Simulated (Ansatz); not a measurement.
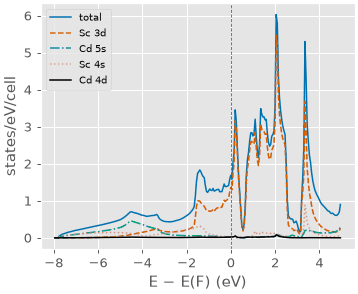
Figure: Total and projected density of states of ScCd (CsCl type, Pm-3m), r²SCAN in the plane-wave PAW code Ansatz

Problem. Which orbitals carry the states next to the Fermi level?

Solution. Within 0.5 eV of the Fermi level: Sc 3d 82 %, outside the projected shells 15 %. Projections are on Löwdin-orthogonalised atomic valence shells; empty p or d shells of many metals are not among them.

Problem. Where is the tallest occupied peak in this window, and what makes it?

Solution. Near -1.4 eV, about 1.8 states/eV per cell; the largest projected share is Sc 3d.

The workflow started from a Materials Project entry (that database holds measured and hypothetical structures alike); the Crystallography Open Database copy checked does not list it. With Sc and Cd taken as one species the cell has the higher symmetry Im-3m, so it may be an ordered model of a mixed-site phase. Its standing as an ambient phase is unchecked. The cell was relaxed with r²SCAN under the symmetry of its start; whether a distortion lowers the energy is not shown. No spin polarisation was allowed. Spin–orbit coupling is left out wherever it is not named.

Potentials: the later of the program's two PAW sets.
